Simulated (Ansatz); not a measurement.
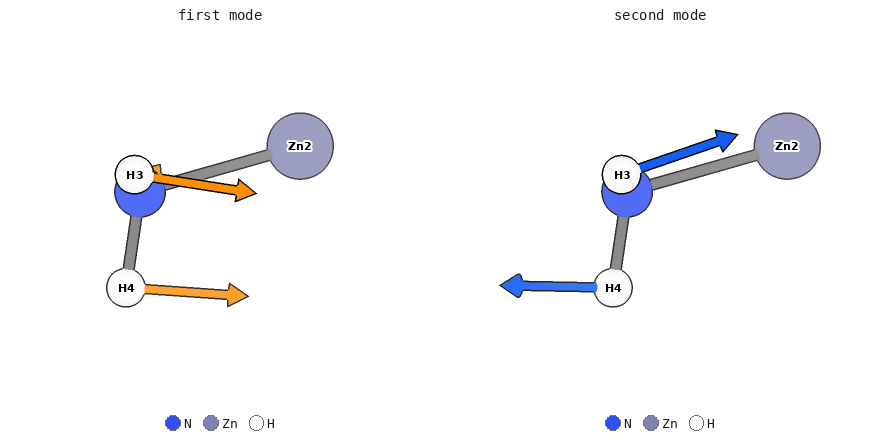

The system is H2NZn, SMILES [NH2][Zn], spin multiplicity 2; the picture shows the reference structure; its two panels give the patterns of the first and the second mode as arrows. First axis: normal mode 2 (597 cm⁻¹). Second axis: normal mode 3 (679 cm⁻¹). Nothing is relaxed (straight displacements along the two mass-weighted modes). The grid has 15 × 15 points; 120 points were computed and 105 follow by symmetry. Points are written as (first, second). All energies are given in eV relative to the lowest grid point. Method: Ansatz 0.2.0, UKS SPW92 (LDA)/def2-TZVP.

Its coordinates:

```xyz
4

N    -0.2869    0.2008    0.0999
Zn    1.4500   -0.1637    0.6741
H    -0.8368   -0.6680    0.0657
H    -0.2708    0.5706   -0.8600
```

Range: normal mode 2 (597 cm⁻¹) from −0.752 to 0.752 amu½·Å; normal mode 3 (679 cm⁻¹) from −0.664 to 0.664 amu½·Å.

### What landscape does the calculation give?

The lowest grid point is at (0.000 amu½·Å, 0.000 amu½·Å). No other kind of well shows on this grid. The highest grid point, (−0.752 amu½·Å, −0.664 amu½·Å), lies 1.48 eV above the lowest.

```
normal mode 3 (679 cm⁻¹) ↓, normal mode 2 (597 cm⁻¹) →  −0.752  −0.645  −0.537  −0.430  −0.322  −0.215  −0.107  0.000  0.107  0.215  0.322  0.430  0.537  0.645  0.752
                                                 0.664    1.48    1.27    1.09    0.93    0.81    0.72    0.67   0.66   0.68   0.74   0.83   0.95   1.10   1.28   1.48
                                                 0.569    1.24    1.03    0.85    0.70    0.58    0.50    0.45   0.44   0.46   0.52   0.61   0.73   0.88   1.06   1.27
                                                 0.474    1.02    0.82    0.65    0.51    0.41    0.33    0.29   0.28   0.30   0.35   0.43   0.55   0.70   0.87   1.08
                                                 0.379    0.85    0.65    0.49    0.37    0.27    0.21    0.17   0.16   0.18   0.22   0.30   0.41   0.54   0.72   0.93
                                                 0.284    0.71    0.52    0.37    0.26    0.18    0.12    0.09   0.08   0.10   0.13   0.20   0.30   0.43   0.60   0.80
                                                 0.190    0.61    0.43    0.29    0.19    0.12    0.07    0.04   0.03   0.04   0.08   0.13   0.22   0.35   0.51   0.71
                                                 0.095    0.54    0.37    0.24    0.15    0.08    0.04    0.02   0.01   0.02   0.04   0.10   0.18   0.30   0.45   0.66
                                                 0.000    0.52    0.35    0.23    0.13    0.07    0.03    0.01   0.00   0.01   0.03   0.08   0.16   0.28   0.44   0.64
                                                −0.095    0.54    0.37    0.24    0.15    0.08    0.04    0.02   0.01   0.02   0.04   0.10   0.18   0.30   0.45   0.66
                                                −0.190    0.61    0.43    0.29    0.19    0.12    0.07    0.04   0.03   0.04   0.08   0.13   0.22   0.35   0.51   0.71
                                                −0.284    0.71    0.52    0.37    0.26    0.18    0.12    0.09   0.08   0.10   0.13   0.20   0.30   0.43   0.60   0.80
                                                −0.379    0.85    0.65    0.49    0.37    0.27    0.21    0.17   0.16   0.18   0.22   0.30   0.41   0.54   0.72   0.93
                                                −0.474    1.02    0.82    0.65    0.51    0.41    0.33    0.29   0.28   0.30   0.35   0.43   0.55   0.70   0.87   1.08
                                                −0.569    1.24    1.03    0.85    0.70    0.58    0.50    0.45   0.44   0.46   0.52   0.61   0.73   0.88   1.06   1.27
                                                −0.664    1.48    1.27    1.09    0.93    0.81    0.72    0.67   0.66   0.68   0.74   0.83   0.95   1.10   1.28   1.48
```

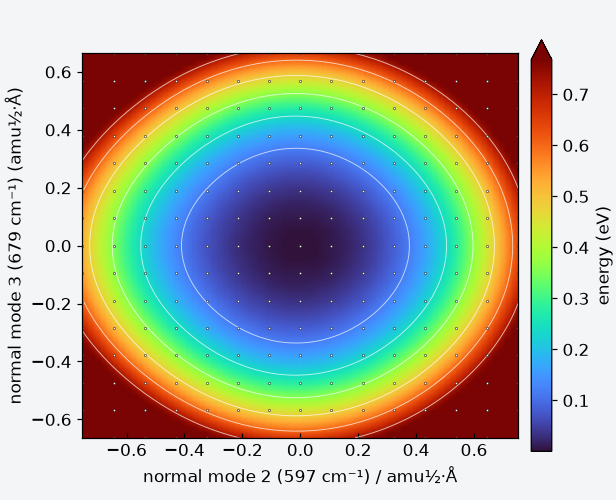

In the figure: a smooth colour map with a few white contour lines, dots at the grid points, one colour for all values above the top of the scale. Between grid points the surface is interpolated.

Each point was launched as `ansatz run input.yaml --threads 1 --pin off --max-ram 2560MiB --backend cpu --events-out ev --progress --plain --runs-dir out`. Time for the 120 points that were run: 3.1 min on 1 thread of Arm Neoverse V2 (shared host).
